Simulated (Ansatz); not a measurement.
**Run report: Si6N8, geometry relaxation (part 2 of 2)**

The same run, continued: Si6N8; RKS r2SCAN-D4/def2-SVP (Ansatz 0.2.0). The geometry: GFN1-xTB start.

Geometry of the input (Å):
```
Si -1.8763  2.2984  -0.0449
Si 1.3502  3.0250  -0.3166
Si 2.1673  -0.1747  0.0434
Si -4.5088  0.3667  0.2229
Si -2.2405  -1.9606  -0.1524
Si 0.8240  -3.1496  -0.5928
N  4.9126  -0.4549  0.7371
N  3.8044  -0.3576  0.8922
N  -3.6118  -1.1242  0.0706
N  -0.3916  2.9310  -0.1992
N  -0.8793  -2.8023  -0.4112
N  1.7709  -1.7279  -0.2431
N  -3.3715  1.6885  0.1052
N  2.0505  1.4421  -0.1113
```

## Trajectory as extended XYZ (Å, eV, eV/Å), 16 of the 65 frames kept, from step=1 to step=65
```
14
Properties=species:S:1:pos:R:3:forces:R:3 step=1 energy=-59148.78544
Si   -1.8763    2.2984   -0.0449    0.3174  -0.4755   0.0035
Si    1.3502    3.0250   -0.3166    0.0125  -0.2774  -0.0312
Si    2.1673   -0.1747    0.0434   -2.3535   0.2314  -0.8942
Si   -4.5088    0.3667    0.2229    0.4558  -0.0183  -0.0565
Si   -2.2405   -1.9606   -0.1524    0.4011   0.4422  -0.0037
Si    0.8240   -3.1496   -0.5928    0.0867   0.2617  -0.0180
N     4.9126   -0.4549    0.7371   -0.6458   0.0445   0.4981
N     3.8044   -0.3576    0.8922    2.0642  -0.1884  -0.0597
N    -3.6118   -1.1242    0.0706    0.6140  -0.4046  -0.1456
N    -0.3916    2.9310   -0.1992   -0.8058  -0.4254   0.1503
N    -0.8793   -2.8023   -0.4112   -0.7202   0.5287   0.2359
N     1.7709   -1.7279   -0.2431   -0.0048   0.6747   0.2378
N    -3.3715    1.6885    0.1052    0.6767   0.2881  -0.0895
N     2.0505    1.4421   -0.1113   -0.0983  -0.6816   0.1727
14
Properties=species:S:1:pos:R:3:forces:R:3 step=5 energy=-59149.40026
Si   -1.7451    2.1342    0.0524    0.0301  -0.0054   0.0335
Si    1.2777    2.9917   -0.6376   -0.0565  -0.0243   0.0739
Si    1.8290   -0.1402   -0.1150   -0.1613   0.0219  -0.0111
Si   -4.3922    0.3540    0.3039    0.0379  -0.0087  -0.0131
Si   -2.0799   -1.8185   -0.0930    0.0199  -0.0164   0.0297
Si    0.7582   -3.0904   -0.8720   -0.0557   0.0173   0.0809
N     4.9313   -0.4679    1.2209    0.2862  -0.0278   0.0763
N     3.8604   -0.3630    0.9843   -0.2333   0.0211  -0.0409
N    -3.5050   -1.1097    0.0658   -0.0199   0.0703   0.0131
N    -0.3855    2.9429   -0.1443    0.0394   0.0036  -0.0693
N    -0.8746   -2.8327   -0.3433    0.0421   0.0068  -0.0763
N     1.6518   -1.7073   -0.3647    0.0617   0.0905  -0.0454
N    -3.2654    1.6591    0.1931   -0.0384  -0.0541  -0.0013
N     1.9392    1.4479   -0.2505    0.0479  -0.0949  -0.0500
14
Properties=species:S:1:pos:R:3:forces:R:3 step=10 energy=-59149.47616
Si   -1.7503    2.1499    0.0310   -0.0459  -0.0378   0.0055
Si    1.2918    3.0778   -0.4613   -0.0077   0.0739  -0.0095
Si    1.5812   -0.1044   -0.4289    0.0106   0.0363  -0.0578
Si   -4.3935    0.3550    0.3266    0.0435   0.0036  -0.0081
Si   -2.0873   -1.8379   -0.1121   -0.0480   0.0617   0.0028
Si    0.7592   -3.1929   -0.7004    0.0084  -0.1011  -0.0272
N     5.1284   -0.4885    1.3558   -0.1103   0.0107  -0.0102
N     4.0332   -0.3909    1.2652    0.1209  -0.0135   0.0246
N    -3.4837   -1.0971    0.1129   -0.0027  -0.0670   0.0038
N    -0.4071    2.9912   -0.1517    0.0630  -0.0131  -0.0035
N    -0.9078   -2.8835   -0.3640    0.0786   0.0146   0.0014
N     1.5993   -1.6907   -0.6106   -0.0696  -0.0131   0.0415
N    -3.2556    1.6494    0.2169   -0.0042   0.0594   0.0059
N     1.8921    1.4626   -0.4793   -0.0367  -0.0145   0.0308
14
Properties=species:S:1:pos:R:3:forces:R:3 step=14 energy=-59149.49580
Si   -1.8322    2.1783    0.0141    0.0738  -0.0239  -0.0042
Si    1.2746    3.1043   -0.4396   -0.0516   0.0106   0.0154
Si    1.5796   -0.0363   -0.4748   -0.1206  -0.1527   0.0250
Si   -4.3434    0.3468    0.3578    0.0818   0.0039  -0.0328
Si   -1.9907   -1.8992   -0.1335   -0.0187   0.0371   0.0090
Si    0.7806   -3.2200   -0.6713   -0.0061   0.0696   0.0177
N     5.1175   -0.5385    1.3463    0.2734  -0.0269   0.0198
N     4.0237   -0.4291    1.2860   -0.2719   0.0298  -0.0170
N    -3.2821   -0.9993    0.1030    0.0867   0.0162  -0.0034
N    -0.4151    2.8881   -0.1281   -0.0780  -0.0425  -0.0121
N    -0.9162   -3.0708   -0.3649   -0.0549   0.0019  -0.0004
N     1.4262   -1.6161   -0.5706    0.0077   0.0909  -0.0182
N    -3.3741    1.7734    0.1956   -0.0419  -0.0345   0.0248
N     1.9515    1.5183   -0.5199    0.1204   0.0204  -0.0235
14
Properties=species:S:1:pos:R:3:forces:R:3 step=18 energy=-59149.66564
Si   -1.9342    2.0571    0.0224   -0.0641  -0.1198   0.0184
Si    1.2158    3.0475   -0.3974   -0.0784   0.0112  -0.0067
Si    1.4413    0.1214   -0.5042    0.0153   0.0643  -0.0193
Si   -4.1491    0.2848    0.3073    0.2299   0.0151  -0.0297
Si   -1.6882   -1.9020   -0.1542    0.3141  -0.0482  -0.0441
Si    0.7307   -3.1424   -0.6044   -0.0313  -0.0027   0.0167
N     5.0548   -0.4749    1.3831   -1.9199  -0.1768  -0.2449
N     3.9535   -0.5794    1.2388    1.9043   0.1761   0.2309
N    -2.6893   -0.6794    0.0573    0.0627   0.1274  -0.0173
N    -0.4220    2.4964   -0.1822   -0.0022  -0.1423   0.0032
N    -0.9748   -3.3601   -0.3344   -0.0278   0.3055   0.0117
N     0.8526   -1.3663   -0.5250   -0.3591   0.1098   0.0659
N    -3.5313    1.9188    0.2592    0.0350  -0.0879  -0.0152
N     2.1402    1.5785   -0.5662   -0.0784  -0.2317   0.0303
14
Properties=species:S:1:pos:R:3:forces:R:3 step=22 energy=-59153.01183
Si   -1.9215    1.5123    0.0146   -1.0307  -1.5151   0.0790
Si    1.1020    2.9114   -0.3974    0.6611   0.3192  -0.0593
Si    1.1152    0.3948   -0.4558   -1.8757   1.4882   0.3431
Si   -4.0429    0.2596    0.2857   -0.3945   0.3961   0.0771
Si   -1.2901   -1.5996   -0.1961    1.3201   0.1648  -0.2141
Si    0.6493   -3.0484   -0.5601    0.1209  -0.2136  -0.0210
N     4.9635   -0.4164    1.4089   -0.0351   0.0026  -0.0181
N     3.9245   -0.6809    1.1507   -0.0155  -0.0135  -0.0037
N    -2.2925   -0.3094    0.0172    0.0562   0.6984   0.0112
N    -0.3300    1.8378   -0.2337    1.0895  -1.3739  -0.1574
N    -1.0517   -3.2372   -0.3143   -0.1257   0.3894   0.0519
N     0.4437   -1.1183   -0.4383   -0.3939  -0.4428   0.0500
N    -3.5146    1.9226    0.2674    0.4560   0.0627  -0.0633
N     2.2451    1.5717   -0.5487    0.1673   0.0376  -0.0753
14
Properties=species:S:1:pos:R:3:forces:R:3 step=27 energy=-59153.77086
Si   -1.8931    1.3173    0.0238   -0.0355   0.0411   0.0265
Si    1.2546    2.9775   -0.3972    0.0207  -0.0360  -0.0042
Si    0.9688    0.5558   -0.4486   -0.0070   0.0201   0.0681
Si   -4.1200    0.3651    0.3090    0.0498   0.0577   0.0038
Si   -1.1381   -1.5769   -0.1822    0.1136  -0.0307  -0.0559
Si    0.8051   -3.0189   -0.5277   -0.1519   0.0843   0.0361
N     4.6504   -0.4656    1.2035    0.0077  -0.0143   0.0005
N     3.5927   -0.7751    1.2365   -0.0226   0.0194  -0.0081
N    -2.2864   -0.3884    0.0212   -0.0339   0.0398   0.0144
N    -0.2967    1.7402   -0.1939   -0.0025  -0.0322  -0.0250
N    -0.8908   -3.2106   -0.2663    0.0732  -0.0072   0.0035
N     0.5113   -1.0436   -0.4295    0.0202  -0.0842  -0.0404
N    -3.4089    1.9347    0.2672   -0.0205  -0.0884  -0.0097
N     2.2510    1.5883   -0.6158   -0.0113   0.0307  -0.0095
14
Properties=species:S:1:pos:R:3:forces:R:3 step=31 energy=-59153.77688
Si   -1.8789    1.3173    0.0385   -0.0045   0.0057   0.0026
Si    1.2602    2.9818   -0.4265    0.0008  -0.0003  -0.0086
Si    0.9815    0.5595   -0.4725   -0.0171   0.0052   0.0060
Si   -4.0936    0.3504    0.3522    0.0006  -0.0001   0.0023
Si   -1.1156   -1.5750   -0.1942    0.0097   0.0027  -0.0131
Si    0.8215   -3.0102   -0.5427   -0.0022   0.0055   0.0112
N     4.5741   -0.5676    1.2345    0.2498   0.0174  -0.0107
N     3.4789   -0.6738    1.2752   -0.2557  -0.0227   0.0160
N    -2.2643   -0.3901    0.0353    0.0036  -0.0038   0.0032
N    -0.2849    1.7383   -0.2001    0.0055  -0.0059   0.0028
N    -0.8677   -3.2089   -0.2655    0.0025   0.0017   0.0006
N     0.5288   -1.0424   -0.4702   -0.0077  -0.0109  -0.0138
N    -3.3956    1.9232    0.3004    0.0029  -0.0053   0.0026
N     2.2556    1.5974   -0.6642    0.0118   0.0108  -0.0010
14
Properties=species:S:1:pos:R:3:forces:R:3 step=35 energy=-59153.77855
Si   -1.8758    1.3174    0.0418   -0.0022  -0.0018   0.0030
Si    1.2558    2.9946   -0.4459   -0.0003  -0.0024  -0.0055
Si    0.9836    0.5714   -0.4875    0.0023  -0.0036   0.0013
Si   -4.0837    0.3402    0.3708    0.0011  -0.0024   0.0021
Si   -1.1019   -1.5715   -0.2005    0.0001   0.0013  -0.0019
Si    0.8418   -3.0000   -0.5332    0.0049   0.0011   0.0018
N     4.5332   -0.6263    1.2355    0.0091  -0.0058  -0.0012
N     3.4337   -0.6703    1.3051   -0.0152   0.0044   0.0048
N    -2.2540   -0.3918    0.0379    0.0027   0.0014  -0.0020
N    -0.2848    1.7447   -0.2060    0.0021   0.0024  -0.0003
N    -0.8470   -3.2048   -0.2601    0.0025   0.0010   0.0013
N     0.5384   -1.0329   -0.4870   -0.0085   0.0034  -0.0082
N    -3.3930    1.9160    0.3166    0.0012   0.0001   0.0024
N     2.2537    1.6133   -0.6876    0.0003   0.0007   0.0024
14
Properties=species:S:1:pos:R:3:forces:R:3 step=39 energy=-59153.78031
Si   -1.8642    1.3153    0.0513    0.0013   0.0018   0.0014
Si    1.2550    3.0059   -0.4798    0.0011  -0.0019  -0.0031
Si    0.9903    0.5821   -0.5170   -0.0009   0.0002  -0.0023
Si   -4.0625    0.3273    0.4115   -0.0002  -0.0010   0.0027
Si   -1.0818   -1.5701   -0.2063    0.0032   0.0012  -0.0016
Si    0.8666   -2.9892   -0.5501    0.0018   0.0012  -0.0014
N     4.4488   -0.7067    1.2532   -0.0757   0.0032   0.0092
N     3.3542   -0.6270    1.3659    0.0692  -0.0027  -0.0057
N    -2.2357   -0.3955    0.0473    0.0006  -0.0011  -0.0001
N    -0.2787    1.7498   -0.2181   -0.0007   0.0015   0.0011
N    -0.8182   -3.2023   -0.2602   -0.0004  -0.0020   0.0007
N     0.5513   -1.0239   -0.5171   -0.0014  -0.0018  -0.0022
N    -3.3795    1.9064    0.3519    0.0014  -0.0001   0.0007
N     2.2545    1.6280   -0.7326    0.0007   0.0014   0.0004
14
Properties=species:S:1:pos:R:3:forces:R:3 step=44 energy=-59153.77556 accepted=F
Si   -1.7600    1.2935    0.1393   -0.0456   0.0315  -0.0017
Si    1.3151    2.9859   -0.6536    0.0194  -0.0412   0.0033
Si    1.0283    0.5657   -0.7159   -0.0310   0.0469   0.0425
Si   -3.9176    0.2991    0.7043    0.0580   0.0269  -0.0228
Si   -1.0176   -1.5897   -0.2614    0.0401   0.0744  -0.0138
Si    0.8970   -2.9994   -0.7984   -0.1055   0.0145   0.0169
N     3.9890   -0.7323    1.6710   -1.8319   0.6521  -0.2120
N     2.9426   -0.3636    1.5518    1.8156  -0.6476   0.2181
N    -2.1398   -0.4158    0.1218    0.0392  -0.0439   0.0088
N    -0.2019    1.7304   -0.2693   -0.0093  -0.0437  -0.0111
N    -0.7567   -3.2209   -0.3537    0.0681   0.0082  -0.0213
N     0.5814   -1.0383   -0.7274   -0.0613  -0.0480   0.0276
N    -3.2392    1.8792    0.6093    0.1289  -0.0697  -0.0297
N     2.2794    1.6064   -1.0181   -0.0848   0.0396  -0.0047
14
Properties=species:S:1:pos:R:3:forces:R:3 step=48 energy=-59153.79209
Si   -1.7258    1.2833    0.1753    0.0369  -0.0131  -0.0214
Si    1.3412    2.9706   -0.6750   -0.0234  -0.0432  -0.0039
Si    1.0389    0.5514   -0.7303   -0.0439  -0.0258   0.0167
Si   -3.8874    0.3004    0.7188    0.0016  -0.0079   0.0068
Si   -1.0029   -1.5947   -0.2607    0.0058   0.0055   0.0056
Si    0.8638   -3.0354   -0.8783   -0.0373   0.0705   0.0086
N     3.9077   -0.6385    1.7028   -0.3671   0.1108  -0.0225
N     2.8564   -0.3102    1.6100    0.3576  -0.0995   0.0224
N    -2.1110   -0.4246    0.1611   -0.0120   0.0068  -0.0005
N    -0.1760    1.7145   -0.2544    0.0754   0.0490  -0.0130
N    -0.7791   -3.2280   -0.4044    0.0235  -0.0097  -0.0071
N     0.5904   -1.0524   -0.7297    0.0157  -0.0748  -0.0235
N    -3.1972    1.8756    0.6421   -0.0184   0.0033   0.0127
N     2.2810    1.5879   -1.0771   -0.0143   0.0280   0.0192
14
Properties=species:S:1:pos:R:3:forces:R:3 step=52 energy=-59153.79770
Si   -1.6544    1.2686    0.2235   -0.0126   0.0070  -0.0139
Si    1.3725    2.9377   -0.7420    0.0213   0.0020  -0.0025
Si    1.0668    0.5208   -0.7952    0.0095   0.0155   0.0077
Si   -3.8003    0.2940    0.8464    0.0057   0.0062   0.0006
Si   -0.9790   -1.6118   -0.2799    0.0173  -0.0229  -0.0044
Si    0.8494   -3.0421   -1.0170   -0.0374   0.0034   0.0102
N     3.6532   -0.5398    1.8947   -0.9627   0.3375  -0.2473
N     2.6376   -0.1835    1.6242    0.9556  -0.3308   0.2605
N    -2.0556   -0.4363    0.2067    0.0337  -0.0040  -0.0098
N    -0.1174    1.6927   -0.2606   -0.0148  -0.0336  -0.0002
N    -0.7709   -3.2432   -0.4651    0.0159   0.0124  -0.0078
N     0.6012   -1.0787   -0.8134   -0.0317   0.0178   0.0046
N    -3.1038    1.8660    0.7540    0.0320  -0.0142   0.0048
N     2.3007    1.5555   -1.1761   -0.0318   0.0038  -0.0024
14
Properties=species:S:1:pos:R:3:forces:R:3 step=56 energy=-59153.80762
Si   -1.5771    1.2486    0.2668    0.0079   0.0223  -0.0010
Si    1.4258    2.9114   -0.8191   -0.0352  -0.0171   0.0150
Si    1.0880    0.4976   -0.8782   -0.0267   0.0183   0.0036
Si   -3.6907    0.2802    1.0006    0.0146  -0.0004  -0.0061
Si   -0.9497   -1.6300   -0.3108   -0.0276   0.0305   0.0273
Si    0.8244   -3.0638   -1.1597   -0.0213   0.0093   0.0055
N     3.3654   -0.4331    2.0813   -0.1757   0.0768  -0.0443
N     2.4024   -0.0419    1.7086    0.1723  -0.0842   0.0408
N    -1.9901   -0.4525    0.2455    0.0003  -0.0269  -0.0047
N    -0.0651    1.6707   -0.2898    0.0065   0.0195  -0.0155
N    -0.7718   -3.2593   -0.5406    0.0284   0.0246  -0.0109
N     0.6099   -1.0981   -0.8969    0.0200  -0.0363  -0.0048
N    -2.9884    1.8478    0.8911    0.0329  -0.0219  -0.0075
N     2.3170    1.5225   -1.2988    0.0036  -0.0145   0.0025
14
Properties=species:S:1:pos:R:3:forces:R:3 step=61 energy=-59153.81274
Si   -1.5211    1.2407    0.2928    0.0065  -0.0129  -0.0122
Si    1.4421    2.8921   -0.8632    0.0086   0.0046  -0.0021
Si    1.0972    0.4822   -0.9542    0.0043   0.0106  -0.0044
Si   -3.5997    0.2677    1.1113   -0.0038   0.0021   0.0046
Si   -0.9290   -1.6371   -0.3283    0.0032  -0.0025  -0.0029
Si    0.8027   -3.0681   -1.2627    0.0057  -0.0118  -0.0060
N     3.1494   -0.3112    2.3051   -0.1994   0.0643  -0.1337
N     2.2674   -0.0341    1.7010    0.1948  -0.0642   0.1361
N    -1.9403   -0.4602    0.2775    0.0042   0.0037   0.0009
N    -0.0350    1.6595   -0.3292   -0.0105  -0.0049   0.0048
N    -0.7648   -3.2646   -0.5755   -0.0052  -0.0004   0.0011
N     0.6077   -1.1100   -0.9793   -0.0044   0.0136   0.0101
N    -2.8996    1.8357    0.9863   -0.0041   0.0028   0.0065
N     2.3229    1.5074   -1.3816    0.0000  -0.0051  -0.0027
14
Properties=species:S:1:pos:R:3:forces:R:3 step=65 energy=-59153.81387
Si   -1.4911    1.2348    0.3035    0.0007   0.0030   0.0033
Si    1.4541    2.8890   -0.8998    0.0002  -0.0028   0.0006
Si    1.1011    0.4804   -0.9955   -0.0005   0.0026  -0.0031
Si   -3.5465    0.2608    1.1784   -0.0010  -0.0009   0.0021
Si   -0.9112   -1.6408   -0.3339   -0.0009   0.0014   0.0006
Si    0.7964   -3.0704   -1.3146   -0.0003  -0.0015   0.0001
N     3.0151   -0.2761    2.4013   -0.0059   0.0020  -0.0048
N     2.1832   -0.0229    1.7231    0.0037  -0.0017   0.0062
N    -1.9091   -0.4659    0.2975    0.0008  -0.0012  -0.0014
N    -0.0209    1.6574   -0.3521   -0.0010   0.0001  -0.0037
N    -0.7555   -3.2673   -0.5927    0.0018   0.0007  -0.0010
N     0.6115   -1.1117   -1.0142   -0.0001  -0.0010   0.0007
N    -2.8508    1.8288    1.0351    0.0020  -0.0009  -0.0009
N     2.3236    1.5038   -1.4360    0.0004   0.0002   0.0014
```

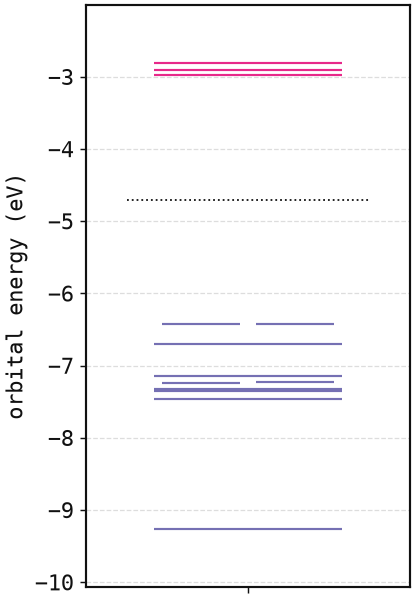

*Orbital energies near the frontier; the dotted line parts filled from empty levels, and levels within 0.02 eV of each other stand side by side.*

Highest filled −6.43 eV, lowest empty −2.98 eV, 3.45 eV apart.

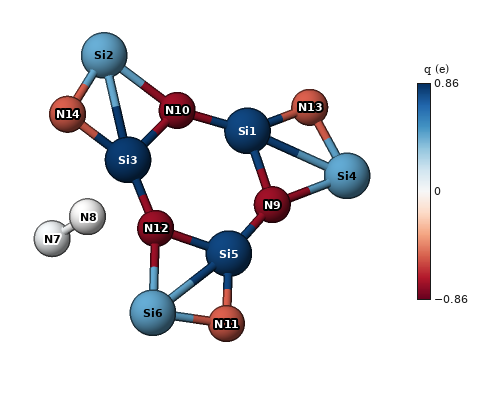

*Mulliken charges, as the colour of each atom (ball-and-stick view, seen at a tilt; atoms are numbered from 1 in the order of the input; Mulliken charges depend strongly on the basis).*

By element: Si +0.44 to +0.82 and N −0.74 to +0.03 e.
